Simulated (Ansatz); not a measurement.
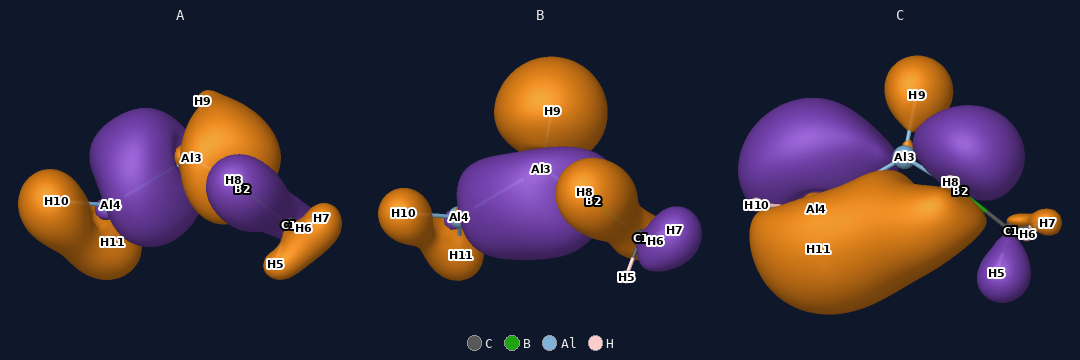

*CH₇Al₂B (SMILES C[BH][AlH][AlH2]). Three frontier orbitals at ±0.06 Å⁻³ᐟ² (orange and purple are the two phases), in no order.*

Geometry: PBE0-D4/def2-TZVP.

Theory: Ansatz 0.2.0, RKS PBE0-D4/def2-TZVPP.

Input file:

```
crystal:
  periodic: [false, false, false]
  atoms:
    - {symbol: C, position_ang: [-2.177163, 0.297361, -0.214198]}
    - {symbol: B, position_ang: [-0.980396, 0.315721, 0.786046]}
    - {symbol: Al, position_ang: [0.801068, -0.833749, 0.682544]}
    - {symbol: Al, position_ang: [2.888000, -0.121864, -0.680604]}
    - {symbol: H, position_ang: [-2.036341, 1.204802, -0.826459]}
    - {symbol: H, position_ang: [-2.241257, -0.545240, -0.904094]}
    - {symbol: H, position_ang: [-3.144710, 0.442882, 0.276788]}
    - {symbol: H, position_ang: [-1.055605, 1.140231, 1.665229]}
    - {symbol: H, position_ang: [0.883800, -2.205405, 1.508493]}
    - {symbol: H, position_ang: [4.041739, 0.795623, -0.065288]}
    - {symbol: H, position_ang: [3.086365, -0.547562, -2.207857]}
basis:
  gaussian: {orbitals: def2-TZVPP}
hamiltonian: {xc: pbe0, dispersion: d4}
output: {orbitals: {seedname: orbitals}}
```

Launched as:

```sh
ansatz run in.yaml --threads 2 --pin off --events-out ev --progress --plain --max-ram 4352MiB
```

**Which picture is the HOMO−1, the HOMO and the LUMO?**

B is the HOMO−1 (−7.47 eV). By Hirshfeld shares it lies mainly on Al3 (about 35 %), H9 (about 25 %), B2 (about 20 %) and Al4 (about 10 %). A is the HOMO (−6.40 eV). By Hirshfeld shares it lies mainly on Al3 (about 30 %), Al4 (about 30 %) and B2 (about 20 %). C is the LUMO (−2.14 eV). Its weight (Hirshfeld) is mainly on Al4 (about 50 %), B2 (about 20 %) and Al3 (about 15 %).

**What is the HOMO–LUMO gap?**

4.26 eV between the orbital energies.
